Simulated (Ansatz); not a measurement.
# Calculations on C2H5FOSi

## 1. Relaxation

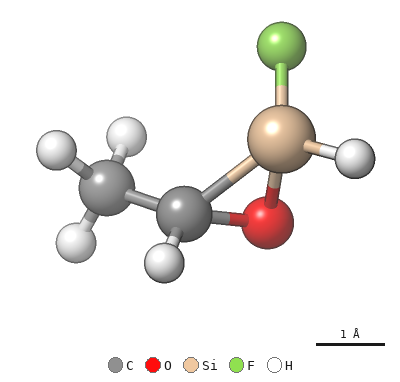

Starting structure of C2H5FOSi. A ball-and-stick model, seen at a tilt.

The run prepares an end point of a later path (torsion) calculation, from a guessed geometry.

These are results of RKS PBE-D4/def2-SVP (Ansatz), not measurements.

The input:
```yaml
crystal:
  periodic: [false, false, false]
  atoms:
    - { symbol: C, position_ang: [-0.9917, -0.5734, 0.7035] }
    - { symbol: C, position_ang: [0.3442, -0.4962, 0.1709] }
    - { symbol: O, position_ang: [0.4259, -0.4908, -1.2596] }
    - { symbol: Si, position_ang: [1.0806, 0.9803, -0.6915] }
    - { symbol: F, position_ang: [-0.0655, 2.0749, -1.0872] }
    - { symbol: H, position_ang: [-1.754, 0.023, 0.054] }
    - { symbol: H, position_ang: [-1.0569, -0.0889, 1.6987] }
    - { symbol: H, position_ang: [-1.3435, -1.5491, 0.7607] }
    - { symbol: H, position_ang: [1.04, -1.0785, 0.7886] }
    - { symbol: H, position_ang: [2.4041, 1.1476, -1.1352] }
basis:
  gaussian: { orbitals: def2-SVP }
hamiltonian:
  xc: pbe
  dispersion: d4
relax:
  f_tol: 0.015
  max_steps: 40
```

Command:
```bash
ansatz run input.yaml --threads 2 --pin off --max-ram 3072MiB --backend cpu --events-out ev --progress --plain --runs-dir out
```

**Where does the relaxation end?**

H7 moves most after the best rigid fit: 0.26 Å. By element the largest moves are H 0.26 Å, F 0.22 Å, O 0.19 Å, Si 0.17 Å, C 0.10 Å. Among the contacts that change: C2–O3 1.433 → 1.517 Å, Si4–H10 1.406 → 1.488 Å, C1–H8 1.039 → 1.111 Å, C1–C2 1.440 → 1.508 Å. Bond angles that change, for instance: O3–Si4–F5 103.2° → 116.9°, F5–Si4–H10 120.3° → 107.4°, O3–C2–H9 121.9° → 110.7°. Over 7 accepted moves (8 points after the start) the energy falls by 0.676 eV. The largest force component goes from 3.8 to 0.0081 eV/Å. The line search rejected the trial step at point 4 of the run. Cost: 16 s on 2 threads of Arm Neoverse V2, on a shared host, peak memory 0.15 GiB.

Step by step:

```
step  E − E(0), eV  largest force component, eV/Å      note
   0        0.0000                         3.7795          
   1       -0.4964                         1.2986          
   2       -0.6357                         0.6104          
   3       -0.6626                         0.3853          
   4       -0.6469                         0.5831  rejected
   5       -0.6752                         0.0793          
   6       -0.6759                         0.0362          
   7       -0.6762                         0.0240          
   8       -0.6763                         0.0081
```

Final geometry:

```xyz
10

C    -1.0492   -0.5308    0.7475
C     0.3707   -0.4409    0.2467
O     0.5140   -0.6531   -1.2481
Si    0.9981    0.9008   -0.8234
F     0.0237    2.1279   -1.2793
H    -1.7240    0.1775    0.2274
H    -1.0849   -0.3081    1.8339
H    -1.4470   -1.5572    0.5962
H     1.0828   -1.0847    0.8035
H     2.3989    1.3177   -1.1014
```

After the run, drawn alike:

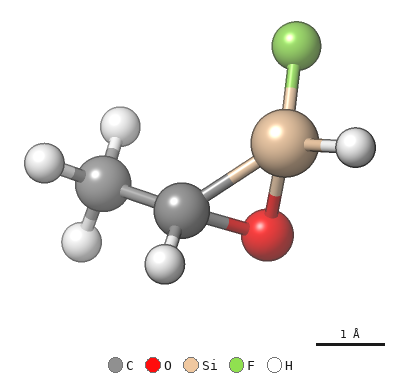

## 2. Relaxation

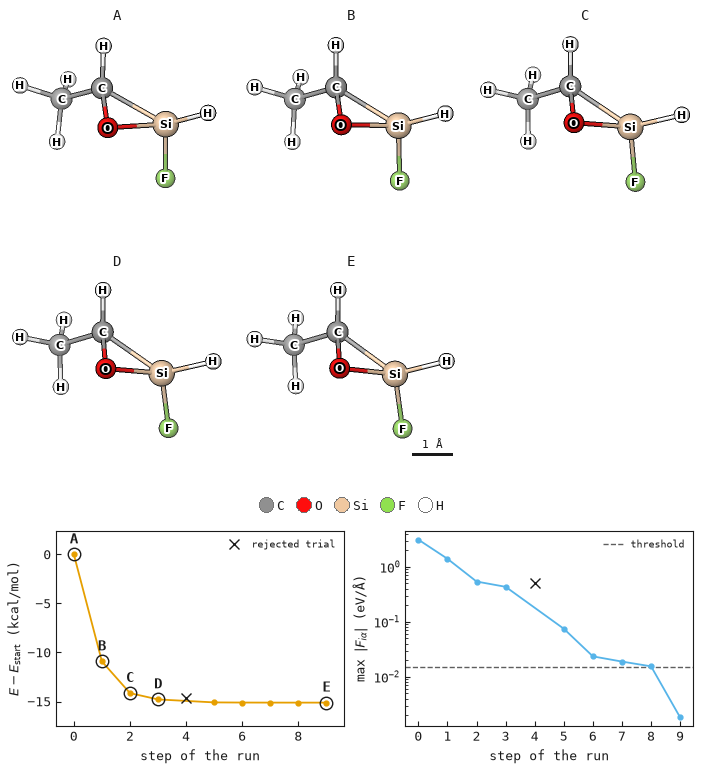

Frames of a relaxation of C₂H₅FOSi, marked on the history of the run. Style: ball-and-stick. Shown at a tilt.

The run prepares an end point of a later path (torsion) calculation, from a guessed geometry.

These are results of RKS PBE-D4/def2-SVP in Ansatz 0.2.0, not measurements.

Input file:
```yaml
crystal:
  periodic: [false, false, false]
  atoms:
    - { symbol: C, position_ang: [-0.9917, -0.5734, 0.7035] }
    - { symbol: C, position_ang: [0.3442, -0.4962, 0.1709] }
    - { symbol: O, position_ang: [1.08054, 0.6727, 0.55106] }
    - { symbol: Si, position_ang: [1.91304, -0.6906, 1.15428] }
    - { symbol: F, position_ang: [1.6244, -0.62198, 2.76059] }
    - { symbol: H, position_ang: [-1.754, 0.023, 0.054] }
    - { symbol: H, position_ang: [-1.0569, -0.0889, 1.6987] }
    - { symbol: H, position_ang: [-1.3435, -1.5491, 0.7607] }
    - { symbol: H, position_ang: [0.37521, -0.89306, -0.85199] }
    - { symbol: H, position_ang: [3.2331, -0.72907, 0.67211] }
basis:
  gaussian: { orbitals: def2-SVP }
hamiltonian:
  xc: pbe
  dispersion: d4
relax:
  f_tol: 0.015
  max_steps: 40
```

Launched with:
```bash
ansatz run input.yaml --threads 2 --pin off --max-ram 3072MiB --backend cpu --events-out ev --progress --plain --runs-dir out
```

Question: What happens along the run?

Answer: The atom that moves furthest after the best rigid fit is H7 (0.26 Å). By element the largest moves are H 0.26 Å, O 0.21 Å, F 0.20 Å, Si 0.18 Å, C 0.08 Å. Near-neighbour distances that change, for instance: C2–O3 1.433 → 1.516 Å, Si4–H10 1.406 → 1.488 Å, C1–H8 1.039 → 1.109 Å, C1–C2 1.440 → 1.509 Å. Among the angles between lasting bonds that change: O3–Si4–F5 103.2° → 116.9°, F5–Si4–H10 120.3° → 107.4°, O3–C2–H9 121.8° → 110.7°. The energy falls by 15.1 kcal/mol in 8 accepted moves (9 points after the start). Largest force component: 3.1 eV/Å at the start, 0.0018 eV/Å at the end. The line search rejected the trial step at point 4 of the run. From step 0 to 1: O and H atoms move most (0.10 Å), energy −10.9 kcal/mol. From step 1 to 2: H10 moves most (0.10 Å), energy −3.23 kcal/mol. From step 2 to 3: H6 moves most (0.04 Å), energy −0.64 kcal/mol. From step 3 to 9: H8 moves most (0.07 Å), energy −0.33 kcal/mol.

```tsv
step	E − E(0), kcal/mol	largest force component, eV/Å	note
0	0.00	3.1312	
1	-10.91	1.4040	
2	-14.14	0.5413	
3	-14.79	0.4340	
4	-14.61	0.5186	rejected
5	-15.09	0.0749	
6	-15.11	0.0235	
7	-15.11	0.0189	
8	-15.11	0.0155	
9	-15.11	0.0018
```

## 3. Path

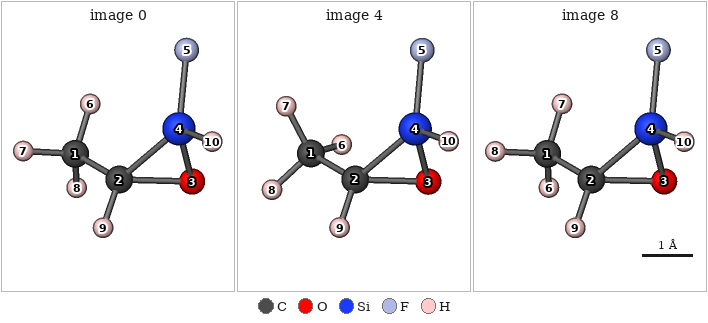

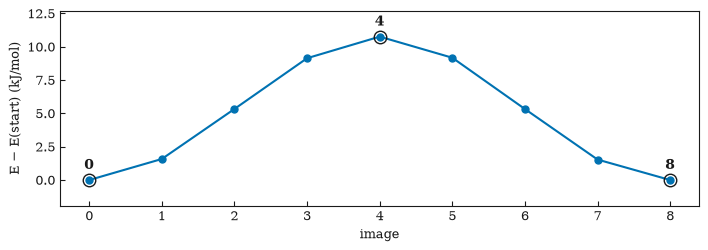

A search for the minimum-energy path of C2H5FOSi by the nudged elastic band. Images are numbered from 0 (start) to 8 (end). The picture is a ball-and-stick view, seen from a free direction.

The calculation used RKS PBE-D4/def2-SVP (Ansatz 0.2.0). Run with 7 movable images; climbing image; force threshold 0.05 eV/Å; iteration limit 60; starting path by image-dependent pair potential.

Q: What happens along the path, and what is the barrier?

A: The motion is a rotation about the C1–C2 bond by about 120°. No bond forms or breaks between the ends. Among the angles between lasting bonds that change up to the highest image: C2–C1–H6 112.3° → 108.4°, C2–C1–H7 110.1° → 113.2°. The two ends have the same energy, and the highest point, image 4, lies 10.8 kJ/mol above the start. The band converged in 4 iterations, with a climbing image at the top.
